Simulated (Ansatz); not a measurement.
Base system: BeI2 in the CdI2 type structure (space group P-3m1, No. 164; a = 3.792 Å, c = 6.585 Å; a hypothetical phase, not in the database extracts checked).

Modification: a free-standing slab of 4 layers (12 atoms, 3 a layer) is cut normal to the stacking axis, with 15 Å of vacuum and the in-plane cell relaxed.

Calculations: PBE-D3(BJ) in Ansatz (plane waves to 420 eV, PAW, without spin-orbit coupling).

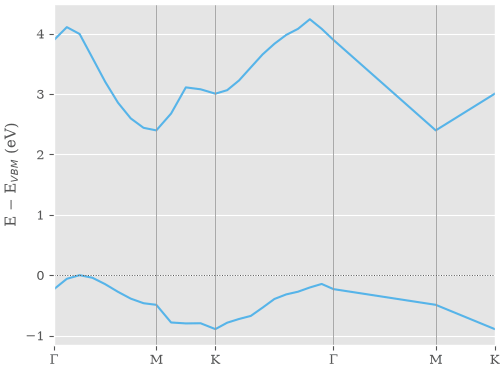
Highest valence and lowest conduction band along the path of the changed cell's own zone

Task: From the figure, how large is the changed gap, and is it direct?

Result: About 2.4 eV, indirect, Γ–M (25 % along) → M.

With I present, leaving out spin-orbit coupling can change the band edges. Whether these cells are dynamically stable was not tested.

Ansatz is a first-principles code.
